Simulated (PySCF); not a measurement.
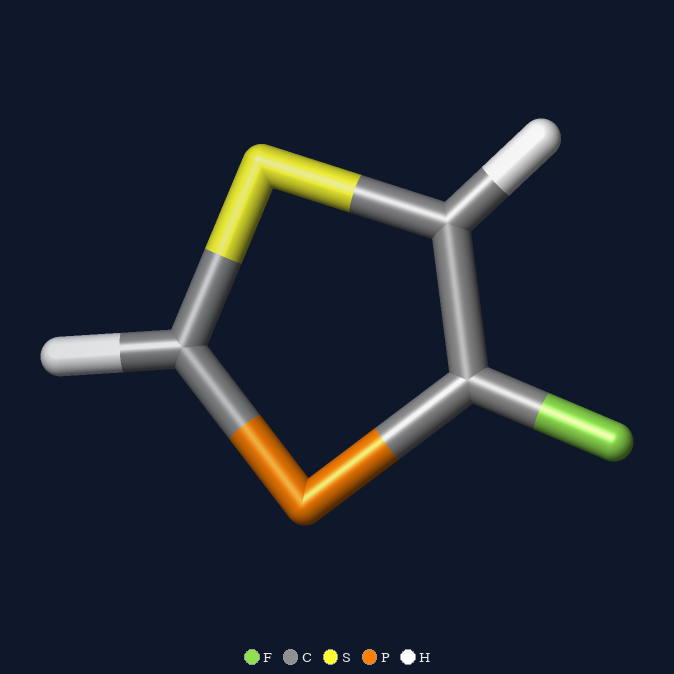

A stick model of a molecule. Every bond is drawn as one stick, whatever its order.

Computed geometry: GFN2-xTB optimisation. No frequency run is at hand to confirm it as a minimum.

Identify the structure.

It has 8 atoms: 3 carbon, 2 hydrogen, 1 fluorine, 1 phosphorus and 1 sulfur (C3H2FPS). As SMILES it reads `Fc1cscp1`. Independent rings (smallest set): 1 of 5 members, 1 of them aromatic. Among its groups: C–F bond. The point group is Cs. All atoms lie on one plane. Coordination: 3 C trigonal planar; 1 S bent; 1 P bent.

The parts below concern this one geometry. Atoms keep their numbers from picture to picture.

## Geometry

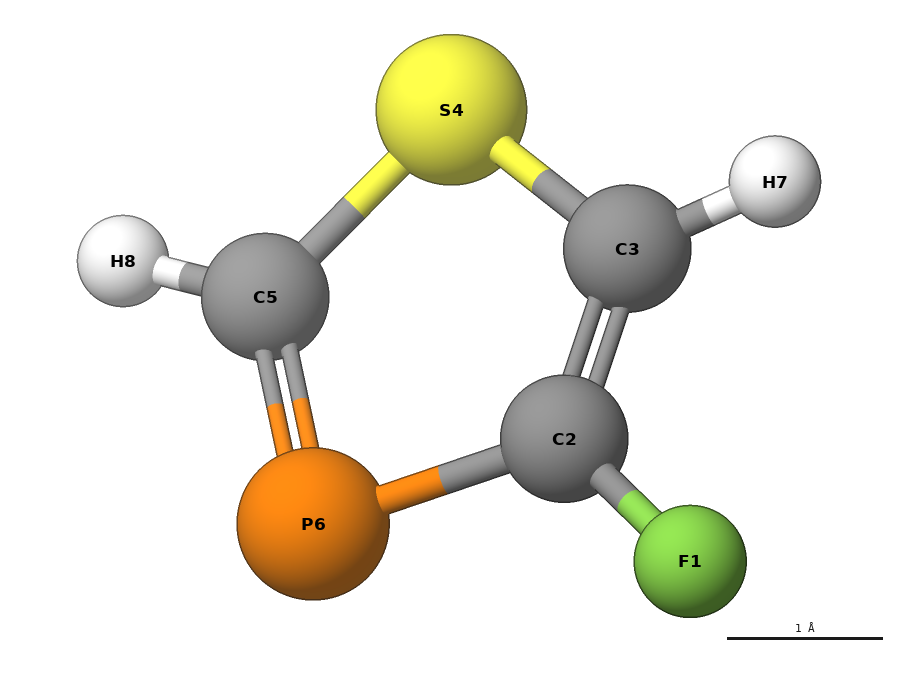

No frequency run is at hand to confirm it as a minimum.

Estimate the angles F1–C2–C3, F1–C2–P6, C3–C2–P6, C2–C3–S4, C2–C3–H7, S4–C3–H7, C3–S4–C5, S4–C5–P6, S4–C5–H8, P6–C5–H8, C2–P6–C5.

```csv
angle,degrees
F1–C2–C3,120.3
F1–C2–P6,120.4
C3–C2–P6,119.2
C2–C3–S4,115.3
C2–C3–H7,125.5
S4–C3–H7,119.2
C3–S4–C5,95.0
S4–C5–P6,119.6
S4–C5–H8,116.2
P6–C5–H8,124.2
C2–P6–C5,91.0
```

## Electronic properties

No frequency run is at hand to confirm it as a minimum. Properties computed with B3LYP/def2-SVPD, gas phase (PySCF 2.14.0). Excitations: vertical, linear response.

Estimate the brightest of the 8 lowest singlets.

6.22 eV.

Give the dipole moment at this level.

1.93 D.

What is the HOMO energy (Kohn–Sham orbital)?

−7.07 eV.

Estimate the HOMO–LUMO gap.

5.25 eV.

## Core levels

No frequency run is at hand to confirm it as a minimum. Properties computed with delta-SCF UKS SCAN, pcX-2 on the ionised atom, pcseg-1 elsewhere, spin-free X2C (PySCF 2.14.0).

Give the core-electron binding energies (to vacuum; p and d levels without spin–orbit splitting) of F1 1s, C2 1s, C3 1s, S4 1s, S4 2p, C5 1s, P6 1s, P6 2p.

| atom | level | binding energy (eV) |
| --- | --- | --- |
| F1 | 1s | 693.0 |
| C2 | 1s | 292.7 |
| C3 | 1s | 291.2 |
| S4 | 1s | 2478.6 |
| S4 | 2p | 171.0 |
| C5 | 1s | 291.0 |
| P6 | 1s | 2150.0 |
| P6 | 2p | 136.7 |

## Polarisability

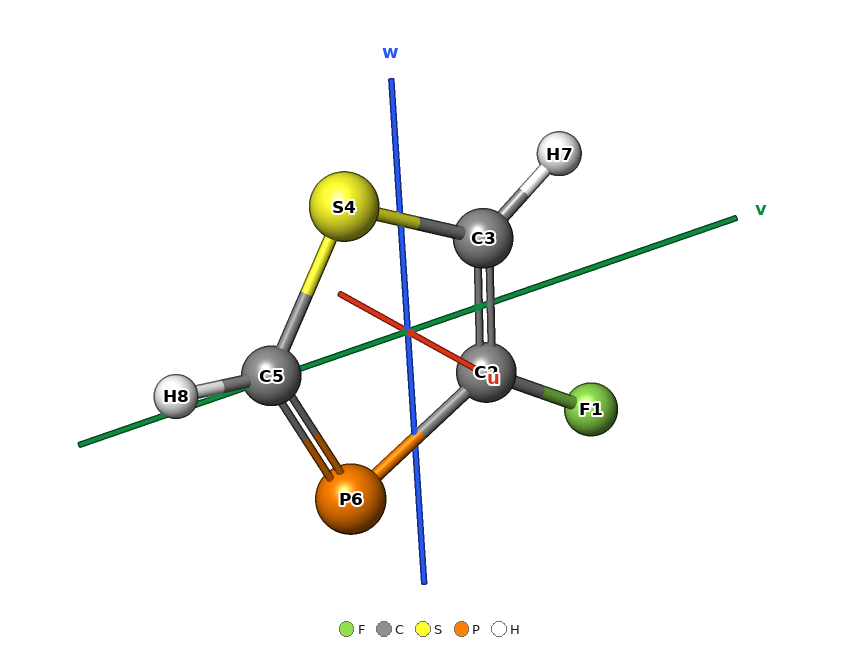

The lines u, v and w are the principal axes of the static dipole polarisability. No frequency run is at hand to confirm it as a minimum. Computed with B3LYP/def2-SVPD (PySCF 2.14.0).

Along which axis is the molecule most polarisable, and along which least?

Most along w (in the molecular plane, nearly parallel to the C2–C3 bond), least along u (normal to the molecular plane).

Give the three principal values.

u 49.7, v 80.1, w 95.9 bohr³; mean 75.2, anisotropy 40.6 bohr³.

The geometry is semi-empirical. Around P such bond lengths and angles can be off by a tenth of an ångström or more and by several degrees, and values that hang on the shape move with them.
